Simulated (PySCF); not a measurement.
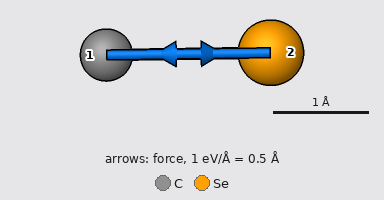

Starting geometry of CSe with the computed forces as blue arrows. The picture is a ball-and-stick view, seen at a tilt.

The start comes from GFN2-xTB. Its atoms were then displaced at random by about 0.03 Å.

Level of theory: PBE0-D3(BJ)/def2-SVP geometry optimisation, gas phase in PySCF 2.14.0, density-fitted response routines. 

> What follows when this structure is relaxed?

It isn't relaxed: the largest force vector, on C atoms, is 2.48 eV/Å. The atoms end up moving mostly along the starting forces (cosine between the two patterns 1.00). Over 3 geometry steps the energy falls by 7.94 kJ/mol. The largest moves after the best rigid fit, 0.031 Å, are those of C1 and Se2. By element the largest moves are C 0.031 Å, Se 0.031 Å. Among the contacts that change: C1–Se2 1.735 → 1.672 Å. Cost: 2.2 s on 1 thread of Arm Neoverse V1, on a shared host.
